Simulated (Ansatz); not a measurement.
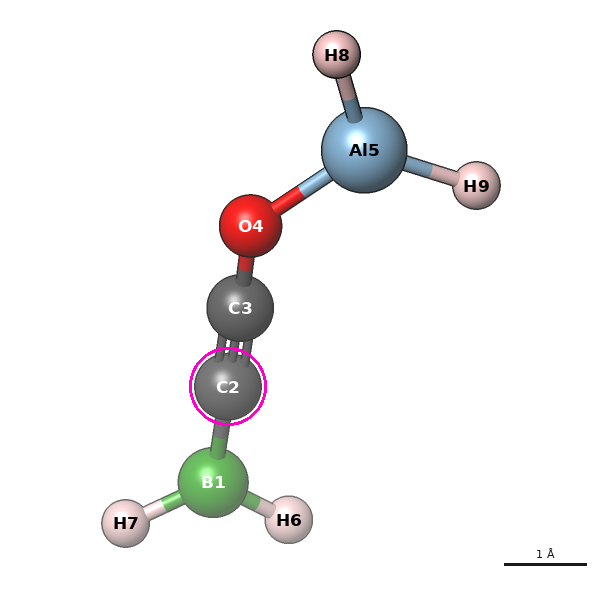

Orthographic view. Distant atoms are faded towards the background colour. Computed geometry: PBE0-D4/def2-TZVP optimisation.

### Which atoms are bonded to the circled atom?

The circled atom is C2; it is bonded to B1, C3.

### Which atom is farthest from the viewer?

H6, 2.0 Å behind the mean position.

### What is the shortest path along bonds from the circled atom to Al5?

C2–C3–O4–Al5, 3 bonds; through space the two are 3.87 Å apart.

### Which atom is nearest the viewer?

H8, 2.3 Å in front of the mean position.
